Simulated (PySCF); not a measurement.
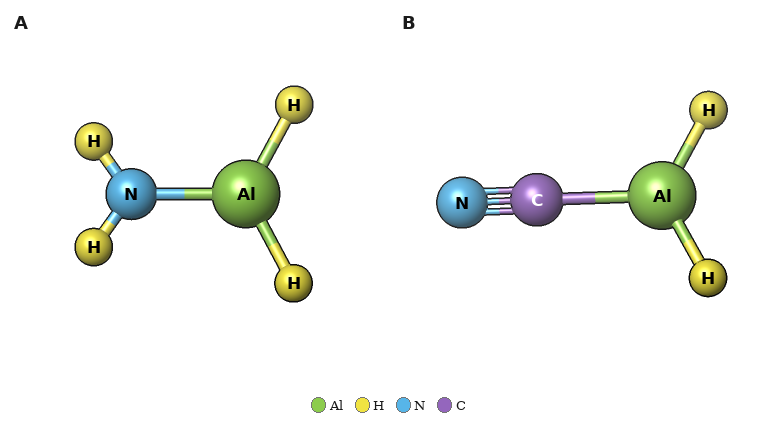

Two related species, optimised with PBE0-D3(BJ)/def2-SVP; properties computed with PySCF 2.14.0. Both: charge 0, singlet.

Question. Identify both.

Answer. A is AlH2(NH2), B is AlH2(CN).

Compare them. With PBE/pcSseg-1 (pcSseg-2 on Al): dipole moment (D), HOMO–LUMO gap (eV), HOMO energy (Kohn–Sham orbital) (eV), shielding of Al (ppm). With CAM-B3LYP/def2-SVPD: lowest vertical singlet excitation (eV), mean static polarisability (bohr³). With PBE0/pcSseg-1 (pcSseg-2 on Al): Hirshfeld charge of Al (e), IAO charge of Al (e). With PBE0-D3(BJ)/def2-SVP: mean Al–H length (Å).

```csv
quantity,A,B
dipole moment (D),1.48,3.27
HOMO–LUMO gap (eV),4.80,4.58
HOMO energy (Kohn–Sham orbital) (eV),−6.15,−7.93
shielding of Al (ppm),342.5,316.8
lowest vertical singlet excitation (eV),6.22,5.26
mean static polarisability (bohr³),39.0,41.8
Hirshfeld charge of Al (e),0.50,0.60
IAO charge of Al (e),0.75,0.78
mean Al–H length (Å),1.588,1.577
```

Each is one conformer, and no frequency run is at hand to confirm it as a minimum.
